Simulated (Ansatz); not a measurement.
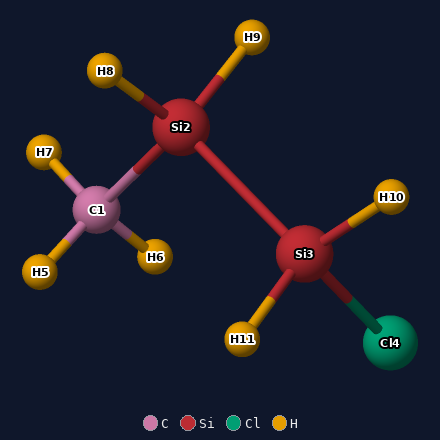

The system is CH7ClSi2, SMILES C[SiH2][SiH2]Cl; the picture shows the reference structure. The first coordinate is: dihedral C1–Si2–Si3–Cl4; the second: dihedral H5–C1–Si2–Si3. Nothing is relaxed (all other coordinates rigid). Grid: 10 × 11 points. Energies: meV, counted from the lowest grid point. These are results of RKS B3LYP-D4/def2-SVP in Ansatz, not measurements.

Its coordinates:

| atom | x (Å) | y (Å) | z (Å) |
| --- | --- | --- | --- |
| C | -0.2588 | 1.6553 | 0.2703 |
| Si | -0.2703 | 0.1647 | -0.8884 |
| Si | 0.5719 | -1.6940 | 0.2752 |
| Cl | -0.5048 | -1.7709 | 2.0764 |
| H | 0.7722 | 1.9357 | 0.5381 |
| H | -0.7988 | 1.4102 | 1.1982 |
| H | -0.7432 | 2.5269 | -0.1974 |
| H | 0.5575 | 0.4137 | -2.1088 |
| H | -1.6615 | -0.1582 | -1.3261 |
| H | 0.3841 | -2.9918 | -0.4337 |
| H | 2.0169 | -1.5487 | 0.6167 |

Range: dihedral C1–Si2–Si3–Cl4 from −180 to 144°; dihedral H5–C1–Si2–Si3 from −25 to 155°.

> What landscape does the calculation give?

The lowest grid point is at dihedral C1–Si2–Si3–Cl4 = 36°, dihedral H5–C1–Si2–Si3 = 65°. The bottom of the well lies between grid points, at about dihedral C1–Si2–Si3–Cl4 = 50°, dihedral H5–C1–Si2–Si3 = 65°, about 4.8 meV lower on the interpolated surface. The energy also falls towards the edge at dihedral C1–Si2–Si3–Cl4 = −36°, dihedral H5–C1–Si2–Si3 = 155° (24 meV above the lowest) and dihedral C1–Si2–Si3–Cl4 = 36°, dihedral H5–C1–Si2–Si3 = −25° (35 meV above the lowest), where a further well may lie outside the range. There are further wells near dihedral C1–Si2–Si3–Cl4 = −36°, dihedral H5–C1–Si2–Si3 = 47° (9 meV above the lowest at that grid point); dihedral C1–Si2–Si3–Cl4 = −180°, dihedral H5–C1–Si2–Si3 = 65° (44 meV above the lowest at that grid point). The highest grid point, dihedral C1–Si2–Si3–Cl4 = −108°, dihedral H5–C1–Si2–Si3 = 119°, lies 169 meV above the lowest. On the interpolated surface the easiest way out of the lowest well to the well at about dihedral C1–Si2–Si3–Cl4 = −50°, dihedral H5–C1–Si2–Si3 = 55° passes a barrier of about 38 meV, counted from the interpolated bottom of the well.

| dihedral H5–C1–Si2–Si3 ↓, dihedral C1–Si2–Si3–Cl4 → | −180 | −144 | −108 | −72 | −36 | 0 | 36 | 72 | 108 | 144 |
| --- | --- | --- | --- | --- | --- | --- | --- | --- | --- | --- |
| 155 | 73 | 114 | 119 | 41 | 24 | 59 | 37 | 52 | 118 | 109 |
| 137 | 106 | 148 | 154 | 80 | 55 | 89 | 66 | 87 | 152 | 143 |
| 119 | 119 | 161 | 169 | 101 | 75 | 101 | 69 | 95 | 165 | 155 |
| 101 | 100 | 143 | 151 | 86 | 66 | 84 | 46 | 70 | 145 | 136 |
| 83 | 66 | 108 | 116 | 50 | 36 | 54 | 14 | 32 | 109 | 102 |
| 65 | 44 | 86 | 91 | 21 | 10 | 34 | 0 | 13 | 87 | 80 |
| 47 | 52 | 93 | 98 | 23 | 9 | 41 | 15 | 27 | 96 | 87 |
| 29 | 83 | 125 | 130 | 54 | 34 | 69 | 46 | 63 | 129 | 119 |
| 11 | 112 | 155 | 162 | 89 | 64 | 95 | 69 | 92 | 159 | 148 |
| −7 | 115 | 158 | 166 | 99 | 75 | 98 | 63 | 89 | 161 | 151 |
| −25 | 89 | 132 | 140 | 75 | 58 | 75 | 35 | 57 | 133 | 125 |

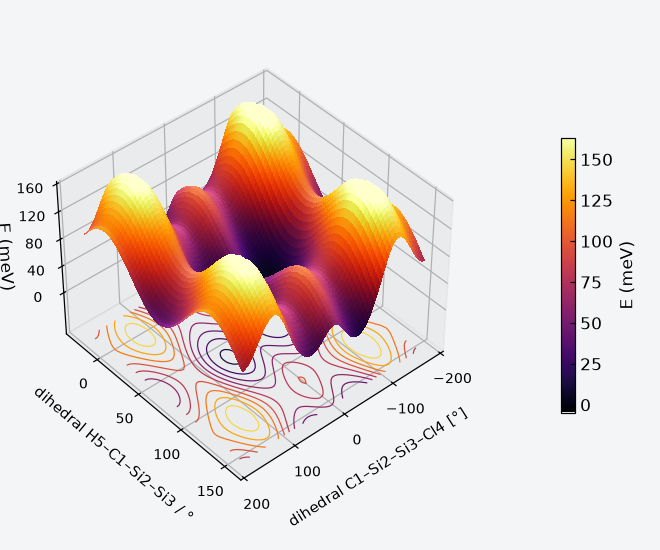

In the figure: a relief with its contours projected below, any walls above the top of the colour scale cut off. Between grid points the surface is interpolated.

Each point was launched as `ansatz run input.yaml --threads 1 --pin off --max-ram 2560MiB --backend cpu --events-out ev --progress --plain --runs-dir out`. The whole map (110 points run) took 11 min on 1 thread of Arm Neoverse V1, on a shared host.
